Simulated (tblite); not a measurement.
## Geometry relaxation of C6H11BN2Si (part 4 of 4)

The same run, continued: C6H11BN2Si, SMILES N[SiH2]NBc1ccccc1; GFN2-xTB geometry optimisation, gas phase (tblite 0.8.0). It belongs to a series of runs on one base structure; here: H on B replaced by Ph.

Geometry of the input (Å):
```
N  4.2287  0.2327  0.1666
Si 2.9344  -0.9705  0.0762
N  1.4434  -0.5347  0.9293
B  0.6592  0.5565  0.2285
C  -0.8488  0.3251  -0.0510
C  -1.7600  1.1413  0.5945
C  -3.1245  1.0337  0.4043
C  -3.5722  0.0679  -0.4675
C  -2.6811  -0.7788  -1.1479
C  -1.3272  -0.6322  -0.9270
H  3.8980  1.1859  0.4490
H  4.9784  -0.0773  0.7949
H  3.4215  -2.2124  0.6868
H  2.5905  -1.2043  -1.3348
H  1.5697  -0.3608  1.9483
H  1.1591  1.5268  -0.1800
H  -1.3818  1.9049  1.2923
H  -3.8117  1.6724  0.9311
H  -4.6456  -0.0632  -0.6505
H  -3.0899  -1.5148  -1.8207
H  -0.6491  -1.2813  -1.4588
```

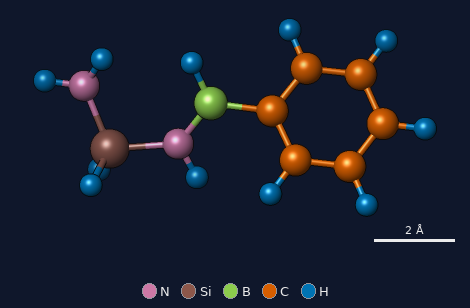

Fig. 1: The geometry at step 127 of the log (ball-and-stick view, seen at a tilt).

**Trajectory as extended XYZ, continued**
```
21
Properties=species:S:1:pos:R:3:forces:R:3 step=112 energy=-743.26659
N     3.9235    0.4619    0.7759    0.0150  -0.0050  -0.0070
Si    3.2199   -0.9966    0.2108    0.0010  -0.0040   0.0000
N     1.5021   -0.7276    0.0630    0.0020  -0.0020   0.0000
B     0.7251    0.4282    0.0342    0.0050  -0.0050  -0.0040
C    -0.8355    0.3299   -0.0966    0.0050   0.0020   0.0030
C    -1.6604    1.2590    0.5406    0.0010   0.0040   0.0000
C    -3.0387    1.1753    0.4700   -0.0010  -0.0020   0.0030
C    -3.6344    0.1647   -0.2660   -0.0020   0.0000   0.0020
C    -2.8405   -0.7612   -0.9218    0.0020   0.0010   0.0030
C    -1.4629   -0.6809   -0.8278    0.0030   0.0020   0.0050
H     3.5277    1.3336    0.4646   -0.0030   0.0030   0.0040
H     4.9248    0.5343    0.8449   -0.0110   0.0010  -0.0010
H     3.4425   -2.0072    1.2483    0.0010  -0.0060  -0.0010
H     3.6824   -1.4740   -1.1063    0.0010   0.0060   0.0020
H     0.9861   -1.5935   -0.0077    0.0030   0.0010  -0.0030
H     1.2499    1.4744    0.1218    0.0010  -0.0030   0.0040
H    -1.2031    2.0546    1.1123   -0.0060   0.0060   0.0030
H    -3.6515    1.9010    0.9865   -0.0070   0.0030  -0.0090
H    -4.7112    0.1007   -0.3298   -0.0030  -0.0030  -0.0040
H    -3.2985   -1.5492   -1.5038    0.0000   0.0010   0.0020
H    -0.8562   -1.4106   -1.3495   -0.0050  -0.0020  -0.0010
21
Properties=species:S:1:pos:R:3:forces:R:3 step=116 energy=-743.26674
N     3.9274    0.4612    0.7727   -0.0170   0.0050  -0.0040
Si    3.2211   -0.9964    0.2085    0.0080   0.0050   0.0050
N     1.5024   -0.7298    0.0663   -0.0020  -0.0050  -0.0040
B     0.7247    0.4257    0.0381    0.0030   0.0040   0.0030
C    -0.8358    0.3294   -0.0950   -0.0080   0.0040   0.0010
C    -1.6616    1.2607    0.5387   -0.0080   0.0020   0.0020
C    -3.0400    1.1768    0.4676   -0.0040   0.0000  -0.0030
C    -3.6361    0.1649   -0.2665    0.0030   0.0000  -0.0010
C    -2.8414   -0.7616   -0.9207   -0.0010  -0.0020   0.0040
C    -1.4636   -0.6815   -0.8259   -0.0030   0.0000   0.0040
H     3.5297    1.3360    0.4716    0.0050  -0.0220   0.0060
H     4.9282    0.5329    0.8425    0.0050   0.0040  -0.0040
H     3.4475   -2.0098    1.2429   -0.0010  -0.0020  -0.0040
H     3.6829   -1.4695   -1.1104   -0.0030   0.0030  -0.0010
H     0.9876   -1.5966   -0.0056    0.0060   0.0110  -0.0040
H     1.2488    1.4719    0.1307    0.0040  -0.0040   0.0000
H    -1.2071    2.0597    1.1081    0.0040  -0.0050   0.0010
H    -3.6534    1.9040    0.9814   -0.0010   0.0020  -0.0090
H    -4.7132    0.1009   -0.3317    0.0090  -0.0030   0.0000
H    -3.2996   -1.5504   -1.5015    0.0060   0.0020   0.0000
H    -0.8574   -1.4116   -1.3480   -0.0050   0.0000   0.0060
21
Properties=species:S:1:pos:R:3:forces:R:3 step=120 energy=-743.26689
N     3.9247    0.4624    0.7776    0.0140  -0.0050   0.0030
Si    3.2241   -0.9957    0.2084   -0.0060  -0.0030  -0.0060
N     1.5047   -0.7338    0.0633   -0.0020   0.0060  -0.0020
B     0.7246    0.4205    0.0426   -0.0050   0.0010   0.0060
C    -0.8363    0.3271   -0.0940    0.0020  -0.0020   0.0030
C    -1.6611    1.2617    0.5363    0.0020   0.0000   0.0010
C    -3.0396    1.1803    0.4642   -0.0010   0.0050  -0.0040
C    -3.6369    0.1673   -0.2669    0.0000   0.0010   0.0020
C    -2.8437   -0.7623   -0.9176    0.0010  -0.0040  -0.0010
C    -1.4661   -0.6842   -0.8230    0.0040   0.0010   0.0020
H     3.5247    1.3345    0.4739   -0.0070   0.0070   0.0020
H     4.9260    0.5373    0.8412   -0.0040   0.0030   0.0020
H     3.4539   -2.0121    1.2389   -0.0020  -0.0020  -0.0040
H     3.6873   -1.4592   -1.1132    0.0010  -0.0050  -0.0030
H     0.9934   -1.6015   -0.0176   -0.0040   0.0020  -0.0040
H     1.2482    1.4657    0.1463    0.0030   0.0030  -0.0020
H    -1.2057    2.0619    1.1033    0.0050  -0.0050   0.0030
H    -3.6520    1.9107    0.9741   -0.0050   0.0060  -0.0030
H    -4.7138    0.1047   -0.3329   -0.0030  -0.0010   0.0020
H    -3.3029   -1.5520   -1.4962    0.0020  -0.0030  -0.0050
H    -0.8625   -1.4162   -1.3449    0.0070  -0.0050   0.0090
21
Properties=species:S:1:pos:R:3:forces:R:3 step=123 energy=-743.26703
N     3.9270    0.4619    0.7774   -0.0030  -0.0080   0.0020
Si    3.2255   -0.9952    0.2057    0.0050   0.0020  -0.0050
N     1.5054   -0.7350    0.0630   -0.0030   0.0030   0.0010
B     0.7232    0.4181    0.0488    0.0040  -0.0040  -0.0070
C    -0.8380    0.3253   -0.0905    0.0120   0.0020   0.0020
C    -1.6627    1.2631    0.5353    0.0060   0.0000   0.0010
C    -3.0411    1.1842    0.4599    0.0030  -0.0030   0.0040
C    -3.6378    0.1683   -0.2679   -0.0060   0.0050  -0.0040
C    -2.8450   -0.7639   -0.9154    0.0040   0.0070  -0.0040
C    -1.4676   -0.6860   -0.8195    0.0110  -0.0050   0.0120
H     3.5232    1.3344    0.4795   -0.0040   0.0050   0.0030
H     4.9280    0.5398    0.8402   -0.0040  -0.0020  -0.0010
H     3.4589   -2.0154    1.2321   -0.0060   0.0030  -0.0060
H     3.6888   -1.4535   -1.1179   -0.0030  -0.0050  -0.0010
H     0.9956   -1.6033   -0.0220   -0.0030   0.0010  -0.0030
H     1.2490    1.4619    0.1555   -0.0090   0.0090   0.0030
H    -1.2055    2.0631    1.1011   -0.0030   0.0000   0.0040
H    -3.6541    1.9172    0.9659    0.0010   0.0010  -0.0060
H    -4.7143    0.1057   -0.3347   -0.0120   0.0010   0.0010
H    -3.3033   -1.5535   -1.4946   -0.0020  -0.0050   0.0020
H    -0.8643   -1.4201   -1.3382    0.0140  -0.0080   0.0030
21
Properties=species:S:1:pos:R:3:forces:R:3 step=127 energy=-743.26725
N     3.9316    0.4572    0.7782   -0.0130   0.0120  -0.0010
Si    3.2262   -0.9957    0.2012   -0.0070  -0.0010  -0.0020
N     1.5054   -0.7337    0.0643    0.0080  -0.0040  -0.0030
B     0.7231    0.4191    0.0555    0.0050   0.0120  -0.0020
C    -0.8376    0.3271   -0.0873   -0.0080  -0.0050   0.0050
C    -1.6649    1.2671    0.5321   -0.0030  -0.0050   0.0010
C    -3.0436    1.1870    0.4544    0.0060   0.0000  -0.0040
C    -3.6391    0.1672   -0.2692    0.0120  -0.0050  -0.0080
C    -2.8431   -0.7655   -0.9131    0.0030  -0.0040   0.0070
C    -1.4653   -0.6873   -0.8138   -0.0120  -0.0030  -0.0070
H     3.5205    1.3319    0.4961   -0.0020  -0.0050   0.0050
H     4.9328    0.5391    0.8291    0.0000  -0.0080   0.0000
H     3.4593   -2.0215    1.2217   -0.0040  -0.0010  -0.0020
H     3.6856   -1.4498   -1.1247   -0.0010  -0.0020  -0.0070
H     0.9952   -1.6011   -0.0265    0.0010   0.0000   0.0000
H     1.2485    1.4626    0.1697   -0.0090   0.0070   0.0010
H    -1.2088    2.0688    1.0963   -0.0080   0.0060   0.0020
H    -3.6588    1.9236    0.9530    0.0110  -0.0050   0.0020
H    -4.7166    0.1015   -0.3333    0.0220   0.0050  -0.0100
H    -3.2997   -1.5582   -1.4905    0.0060   0.0060   0.0110
H    -0.8598   -1.4225   -1.3297   -0.0050   0.0030   0.0130
21
Properties=species:S:1:pos:R:3:forces:R:3 step=131 energy=-743.26765
N     3.9286    0.4577    0.7836    0.0070  -0.0220  -0.0070
Si    3.2301   -0.9921    0.1896    0.0110  -0.0040   0.0010
N     1.5085   -0.7390    0.0602   -0.0050   0.0270  -0.0140
B     0.7216    0.4107    0.0704   -0.0110  -0.0040   0.0120
C    -0.8391    0.3188   -0.0746    0.0120   0.0130  -0.0040
C    -1.6652    1.2692    0.5304    0.0020   0.0020   0.0060
C    -3.0433    1.1973    0.4410    0.0020   0.0050   0.0010
C    -3.6389    0.1741   -0.2771    0.0010   0.0010   0.0100
C    -2.8440   -0.7690   -0.9058    0.0070  -0.0140   0.0070
C    -1.4672   -0.6976   -0.7976    0.0150   0.0090   0.0090
H     3.5105    1.3323    0.5132    0.0000   0.0110   0.0020
H     4.9305    0.5425    0.8257   -0.0190   0.0050   0.0010
H     3.4722   -2.0279    1.1972   -0.0020  -0.0090   0.0050
H     3.6878   -1.4308   -1.1423    0.0010   0.0040  -0.0060
H     1.0031   -1.6067   -0.0486   -0.0060  -0.0140   0.0060
H     1.2417    1.4542    0.2034   -0.0010   0.0110   0.0000
H    -1.2106    2.0728    1.0933    0.0000   0.0000  -0.0080
H    -3.6575    1.9436    0.9251    0.0010  -0.0010   0.0140
H    -4.7156    0.1111   -0.3449   -0.0020   0.0110  -0.0220
H    -3.3012   -1.5637   -1.4780   -0.0070  -0.0210  -0.0080
H    -0.8610   -1.4405   -1.3006   -0.0050  -0.0100  -0.0040
21
Properties=species:S:1:pos:R:3:forces:R:3 step=135 energy=-743.26811
N     3.9292    0.4528    0.7823   -0.0010   0.0080   0.0040
Si    3.2331   -0.9920    0.1762   -0.0110  -0.0020  -0.0050
N     1.5108   -0.7377    0.0584    0.0030  -0.0100   0.0010
B     0.7198    0.4085    0.0886    0.0020   0.0080  -0.0060
C    -0.8390    0.3159   -0.0630   -0.0090  -0.0060  -0.0010
C    -1.6670    1.2727    0.5287   -0.0060   0.0100  -0.0080
C    -3.0442    1.2058    0.4274   -0.0020  -0.0070   0.0130
C    -3.6376    0.1769   -0.2842   -0.0070  -0.0010  -0.0040
C    -2.8416   -0.7759   -0.8974    0.0010   0.0030  -0.0010
C    -1.4651   -0.7052   -0.7812   -0.0120  -0.0160   0.0030
H     3.5037    1.3316    0.5371   -0.0050  -0.0140  -0.0020
H     4.9301    0.5430    0.8168    0.0180   0.0050   0.0060
H     3.4770   -2.0408    1.1709    0.0030  -0.0010  -0.0030
H     3.6852   -1.4134   -1.1635    0.0000   0.0030   0.0020
H     1.0088   -1.6071   -0.0561   -0.0110   0.0080  -0.0030
H     1.2338    1.4535    0.2358    0.0090  -0.0010   0.0010
H    -1.2154    2.0800    1.0878    0.0120   0.0110   0.0000
H    -3.6585    1.9595    0.8999   -0.0060  -0.0050   0.0110
H    -4.7140    0.1186   -0.3611   -0.0020   0.0060  -0.0190
H    -3.2987   -1.5740   -1.4669    0.0150   0.0000   0.0150
H    -0.8594   -1.4558   -1.2732    0.0050  -0.0020  -0.0040
21
Properties=species:S:1:pos:R:3:forces:R:3 step=138 energy=-743.26842
N     3.9316    0.4472    0.7854    0.0200   0.0030  -0.0010
Si    3.2326   -0.9928    0.1705   -0.0040  -0.0020   0.0020
N     1.5106   -0.7345    0.0575   -0.0060  -0.0140   0.0090
B     0.7187    0.4111    0.0966    0.0080  -0.0030  -0.0130
C    -0.8398    0.3171   -0.0569   -0.0030  -0.0010   0.0010
C    -1.6694    1.2779    0.5269   -0.0040  -0.0170   0.0070
C    -3.0466    1.2085    0.4233    0.0000   0.0040  -0.0090
C    -3.6370    0.1770   -0.2879    0.0020  -0.0010  -0.0060
C    -2.8385   -0.7798   -0.8923   -0.0010   0.0040   0.0070
C    -1.4626   -0.7095   -0.7707   -0.0060   0.0050  -0.0040
H     3.5001    1.3260    0.5513   -0.0090  -0.0030  -0.0010
H     4.9330    0.5415    0.8058   -0.0020   0.0000   0.0080
H     3.4791   -2.0498    1.1567   -0.0030   0.0070  -0.0100
H     3.6817   -1.4047   -1.1731    0.0000   0.0020   0.0010
H     1.0072   -1.6028   -0.0610   -0.0030   0.0120  -0.0030
H     1.2311    1.4558    0.2494    0.0150   0.0030   0.0030
H    -1.2186    2.0876    1.0845   -0.0020  -0.0050  -0.0160
H    -3.6624    1.9650    0.8898   -0.0040  -0.0150   0.0050
H    -4.7130    0.1203   -0.3744    0.0060   0.0060  -0.0040
H    -3.2918   -1.5824   -1.4583    0.0020   0.0050   0.0100
H    -0.8550   -1.4616   -1.2593   -0.0050   0.0080   0.0140
21
Properties=species:S:1:pos:R:3:forces:R:3 step=142 energy=-743.26868
N     3.9353    0.4453    0.7853   -0.0080   0.0010  -0.0010
Si    3.2353   -0.9895    0.1589    0.0070   0.0040  -0.0010
N     1.5115   -0.7378    0.0600   -0.0040   0.0050   0.0020
B     0.7174    0.4058    0.1100    0.0000   0.0020   0.0010
C    -0.8415    0.3113   -0.0441    0.0050   0.0050  -0.0050
C    -1.6721    1.2782    0.5279    0.0010   0.0020  -0.0040
C    -3.0486    1.2157    0.4122    0.0010  -0.0040   0.0020
C    -3.6379    0.1828   -0.2977   -0.0020   0.0030  -0.0010
C    -2.8390   -0.7834   -0.8853    0.0020   0.0000  -0.0030
C    -1.4640   -0.7183   -0.7535    0.0040   0.0040   0.0010
H     3.4983    1.3249    0.5641    0.0050  -0.0050   0.0020
H     4.9363    0.5425    0.8058   -0.0040   0.0020   0.0020
H     3.4911   -2.0554    1.1315    0.0000  -0.0060   0.0000
H     3.6769   -1.3839   -1.1924    0.0010   0.0010   0.0000
H     1.0098   -1.6056   -0.0668   -0.0010   0.0020   0.0000
H     1.2290    1.4500    0.2729    0.0050  -0.0060  -0.0010
H    -1.2215    2.0911    1.0805   -0.0020  -0.0010  -0.0020
H    -3.6654    1.9763    0.8705   -0.0020  -0.0040   0.0000
H    -4.7128    0.1331   -0.3974   -0.0030   0.0020   0.0040
H    -3.2903   -1.5891   -1.4478   -0.0070  -0.0020   0.0010
H    -0.8568   -1.4772   -1.2309    0.0020  -0.0030   0.0040
```

**Key numbers**

| quantity | value |
| --- | --- |
| outcome | converged |
| total energy | −743.2687 eV |
| hardware | 1 CPU thread, shared host |
| wall time | 1.4 s |
| peak memory | 0.18 GiB |
